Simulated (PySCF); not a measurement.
**C3H8Si: NMR shielding calculation**

System: C3H8Si.
Method: GIAO PBE0/STO-3G NMR shielding, non-relativistic, gas phase (PySCF 2.14.0).

Some settings of this run were made unusual or wrong on purpose. The geometry comes from this level: GFN2-xTB, coordinate held. Figures and captions count atoms from 1; the log counts them from 0 in places.

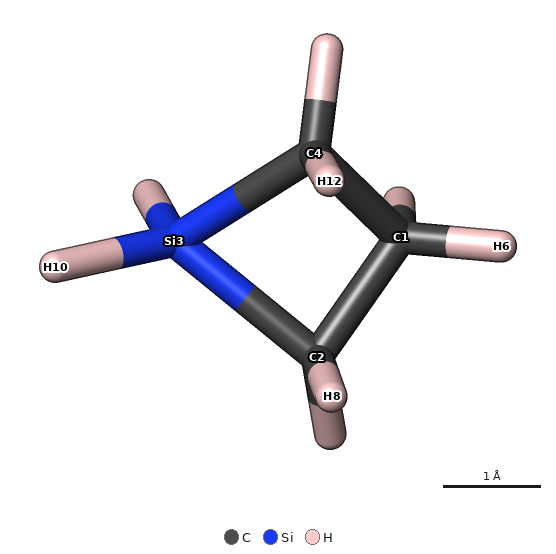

Fig. 1: The input geometry (stick view, seen at a tilt; atoms are numbered from 1 in the order of the input). Bond lengths as drawn: C–C 1.53 to 1.57 Å, C–H 1.08 to 1.09 Å, C–Si 1.91 Å and H–Si 1.46 Å.

**The input**
```
{"job": {"kind": "nmr", "xc": "PBE0", "basis": "STO-3G", "every": 1, "pop": false}, "charge": 0, "multiplicity": 1}
C      0.265533    -1.005336    -0.260032
C     -1.043811    -0.418578     0.266787
Si    -0.340738     1.268177    -0.303425
C      1.110414     0.193492     0.310184
H      0.303960    -1.048410    -1.344202
H      0.538671    -1.983686     0.142610
H     -1.954071    -0.832610    -0.167882
H     -1.105934    -0.516774     1.345358
H     -0.360215     1.440524    -1.753136
H     -0.704520     2.501859     0.389769
H      2.113819     0.293353    -0.100951
H      1.180509     0.119691     1.389062
```

The first line tells a small driver script what to run in PySCF; the rest is the geometry in Å.

Hardware: 1 CPU thread, shared host.

Launch command:
```bash
OMP_NUM_THREADS=1 python <driver script> task.json out
```

**Log**
```
coarse grid: 9848 points
cycle   1  E = -403.5898040679  dE =  1.415e-01  |g| = 2.810e-01  |ddm| = 4.045e+00
cycle   2  E = -403.5892673385  dE =  5.367e-04  |g| = 2.868e-01  |ddm| = 8.230e-01
cycle   3  E = -403.6162591961  dE = -2.699e-02  |g| = 1.644e-02  |ddm| = 4.255e-01
cycle   4  E = -403.6163318917  dE = -7.270e-05  |g| = 7.008e-03  |ddm| = 3.005e-02
cycle   5  E = -403.6163466382  dE = -1.475e-05  |g| = 6.285e-04  |ddm| = 9.614e-03
cycle   6  E = -403.6163467960  dE = -1.577e-07  |g| = 1.527e-04  |ddm| = 1.292e-03
final grid: 88528 points
cycle   7  E = -403.5929613308  dE = -4.264e-06  |g| = 4.000e-03  |ddm| = 1.272e-02
cycle   8  E = -403.5929615365  dE = -2.058e-07  |g| = 3.917e-03  |ddm| = 1.128e-02
cycle   9  E = -403.5929665847  dE = -5.048e-06  |g| = 2.557e-04  |ddm| = 5.769e-03
cycle  10  E = -403.5929666045  dE = -1.980e-08  |g| = 2.420e-05  |ddm| = 3.557e-04
cycle  11  E = -403.5929666047  dE = -1.919e-10  |g| = 4.036e-06  |ddm| = 3.951e-05
```

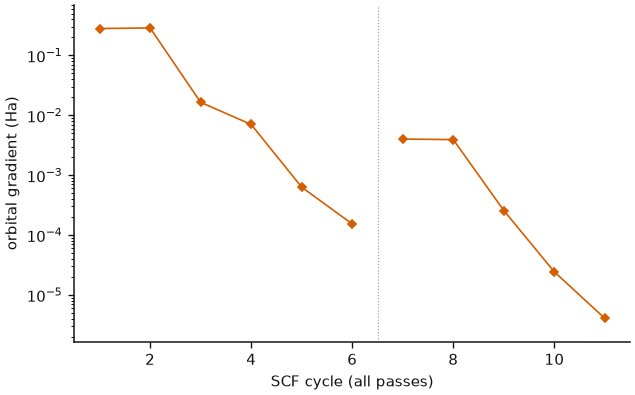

Fig. 2: Convergence of the self-consistent field: orbital gradient against the SCF cycle. The dotted line marks the change from a coarse to the final integration grid. The first 6 cycles use a coarse grid, the final grid takes over at cycle 7, and the field converges after 11 cycles in all.

```
converged SCF energy = -403.5929666047

GIAO shielding tensors (ppm)
atom      isotropic    diamagn.    paramagn.     s11        s22        s33       span
  0 C      206.180     247.818     -41.638    192.367    211.662    214.510     22.143
  1 C      216.541     249.344     -32.804    197.136    221.115    231.370     34.234
  2 Si     560.982     869.932    -308.950    518.903    554.996    609.047     90.144
  3 C      214.595     249.694     -35.099    193.743    218.599    231.443     37.700
  4 H       31.949      32.964      -1.016     27.391     30.059     38.395     11.005
  5 H       31.837      31.171       0.666     26.855     27.103     41.553     14.698
  6 H       32.479      31.104       1.375     27.254     27.984     42.197     14.944
  7 H       32.041      32.674      -0.632     27.111     29.969     39.044     11.934
  8 H       30.951      32.309      -1.358     26.835     29.162     36.857     10.022
  9 H       30.879      31.330      -0.451     27.119     27.470     38.048     10.929
 10 H       32.417      31.121       1.296     27.246     28.006     41.998     14.752
 11 H       32.010      32.698      -0.689     27.154     29.989     38.886     11.731
```

**What the run reported**

```json
{"quantity": "outcome", "value": "converged"}
{"quantity": "total energy", "value": "−403.592967 hartree"}
{"quantity": "HOMO", "value": "−6.05 eV"}
{"quantity": "LUMO", "value": "6.57 eV"}
{"quantity": "dipole moment", "value": "0.65 D"}
{"quantity": "isotropic shielding, C", "value": "206.2 to 216.5 ppm"}
{"quantity": "isotropic shielding, Si", "value": "561.0 ppm"}
{"quantity": "isotropic shielding, H", "value": "30.9 to 32.5 ppm"}
{"quantity": "wall time", "value": "6.8 s"}
{"quantity": "peak memory", "value": "0.28 GiB"}
```

**What went wrong**

Some settings of this run were drawn to be unusual or wrong. It converged; results that depend on the unusual settings are not reference values.
